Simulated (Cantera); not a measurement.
Input: 1 mol Al(CH3)3, 0.65 mol N2O, 1.4 mol H2, at 420 Pa.

Equilibrium computed with Cantera from the NASA thermochemical tables; the gas is ideal and each condensed phase is pure. Candidate condensed phases: Al, AlN, Al2O3, C, C6H6, C7H8, C8H18, H2O; 148 gas species. The feed counts by its element totals alone. Mutual solubility and eutectic melting of coexisting phases are not modelled. Condensed phases not in the tables: aluminium oxynitride. Rates play no part.

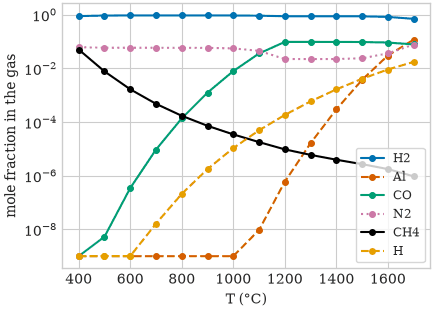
Fig. 1. Equilibrium gas composition (values under 1e-9 drawn at 1e-9)

From 400 °C to 1100 °C the condensed part is AlN(s) + Al2O3(s) + C(graphite). From 1200 °C to 1600 °C the condensed part is AlN(s) + C(graphite). At 1700 °C the condensed part is C(graphite).
